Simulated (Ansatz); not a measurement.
# Ga₄Sb₃As: what the fields show

Input

```
crystal:
  lattice:
    - [4.3197985558, 0.0, 0.0]
    - [0.0, 4.3179791651, 6.0932173238]
    - [0.0, -4.3179791651, 6.0932173238]
  atoms:
    - { symbol: As, position: [0.0, -2.85725e-05, -2.85725e-05] }
    - { symbol: Sb, position: [0.5, 0.0003269359, 0.4994424707] }
    - { symbol: Sb, position: [0.5, 0.4994424707, 0.0003269359] }
    - { symbol: Sb, position: [0.0, 0.500738567, 0.500738567] }
    - { symbol: Ga, position: [0.5, 0.8833127444, 0.8833127444] }
    - { symbol: Ga, position: [0.0, 0.8810083147, 0.3602212241] }
    - { symbol: Ga, position: [0.0, 0.3602212241, 0.8810083147] }
    - { symbol: Ga, position: [0.5, 0.3749783156, 0.3749783156] }
kpoints:
  mp_grid: { grid: [6, 4, 4] }
hamiltonian:
  xc: r2scan
scf:
  occupations: { method: fermi_dirac, width: 0.02 }
relax:
  f_tol: 0.005
  cell: {}
output:
  write_density: true
  write_potential: true
  elf: true
  volumetric_format: npy
```

Run with:

```sh
ansatz run input.yaml --threads 4 --pin off --max-ram 6451MiB --backend cpu --events-out ev --progress --plain --runs-dir out
```

Below, planes, directions and counts refer to the conventional cell (a = 4.26 Å, b = 8.52 Å, c = 12.03 Å, α = 90.00°, β = 90.00°, γ = 90.00°).

The fields are those of the run's last geometry, not of the input's.

Space group Amm2; started from the ordered alloy on zincblende lattice prototype, which need not be the ambient phase.

Theory: DFT, r2SCAN, plane waves, PAW (Ansatz).

In a PAW calculation such maps are meaningful between the atoms, not at the nuclei.

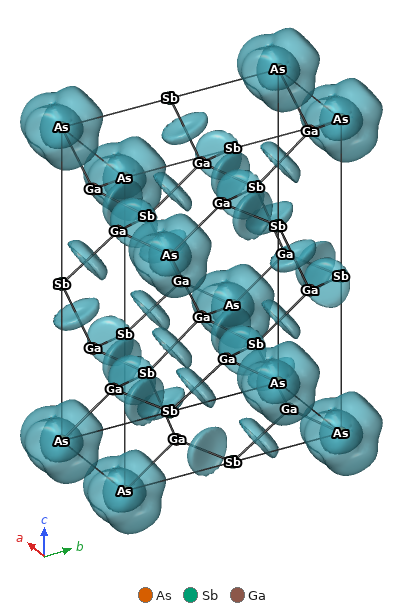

Figure 1. Isosurface of the ELF at 0.6 (cyan), seen at an oblique angle. Only the valence region is drawn (cores and ρ < 0.01 e/Å³ removed). Sticks mark near contacts.

### What do the ELF domains correspond to?

The surface consists of 24 regions between bonded Ga–Sb atoms (shared pairs) and two regions on As in which the atom's valence shell and bonds are merged, counted in one cell of 16 atoms. Regions shared between cells count once. Along the contacts the grid gives the following. Ga–As (2.50 Å): the ELF peaks at about 0.80 between the atoms (localised, covalent bonding). Ga–Sb (2.61 Å): the ELF peaks at about 0.75 between the atoms.

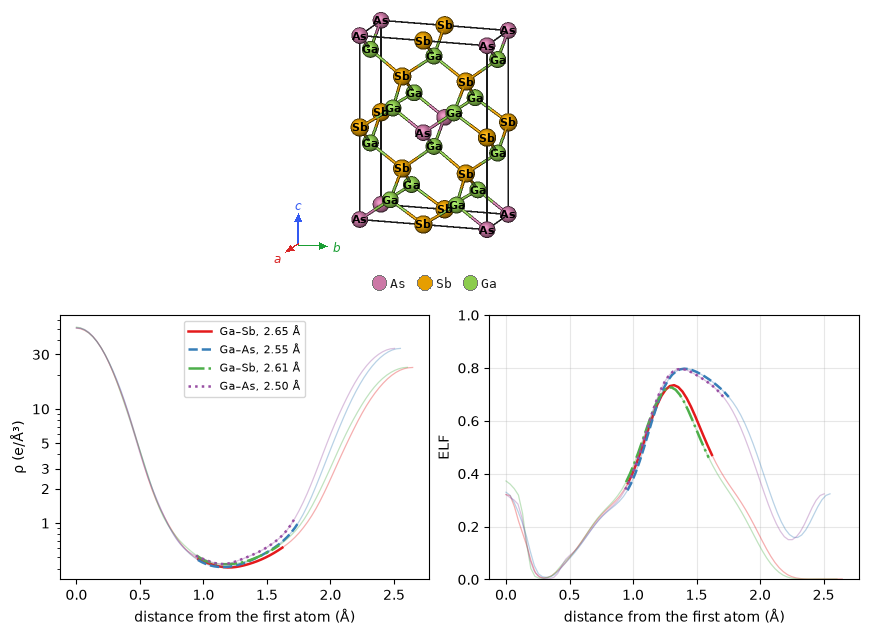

Figure 2. Valence charge density (pseudo) and electron localisation function along straight lines between neighbouring atoms. Thin, pale parts lie inside the atomic spheres. The structure is drawn too.

### What can be read from the curves?

Ga–Sb (2.65 Å): the density is about 0.43 e/Å³ at the midpoint; the ELF peaks at about 0.75 between the atoms.
Ga–As (2.55 Å): ρ is about 0.43 e/Å³ halfway; the ELF peaks at about 0.80 between the atoms: a shared electron pair.
Ga–Sb (2.61 Å): ρ is about 0.45 e/Å³ halfway; the ELF peaks at about 0.75 between the atoms.
Ga–As (2.50 Å): ρ is about 0.46 e/Å³ halfway; the ELF peaks at about 0.80 between the atoms (localised, covalent bonding).
